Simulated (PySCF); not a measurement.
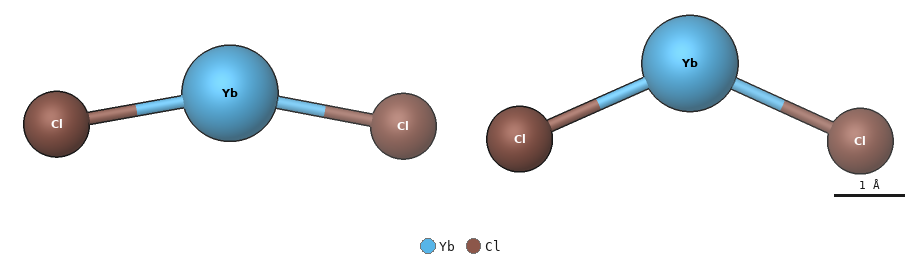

Two geometries of YbCl$_{2}$, drawn at one scale. One is the start of a relaxation, the other its converged end. The picture is a ball-and-stick view, seen face on.

Level of theory: RKS PBE0, Yb lcecp-0-SVP with ECP60, Cl def2-SVP; non-relativistic Hamiltonian with scalar-relativistic core potentials; density fitting (PySCF). Settings: symmetry kept (C2v).

> Which of the two is the end point?

The left one is the relaxed one. The Yb atom moves most after the best rigid fit: 0.43 Å. Largest moves by element: Yb 0.43 Å, Cl 0.22 Å. Some distances before and after: Cl–Yb 2.713 → 2.563 Å. Among the angles between lasting bonds that change: Cl–Yb–Cl 131.8° → 159.3°. The energy falls by 0.266 eV in 9 geometry steps. Largest force component: 1.2 eV/Å at the start, 0.0029 eV/Å at the end. Cost: 14 s on 2 threads of Arm Neoverse V2 (shared host), peak memory 0.48 GiB.
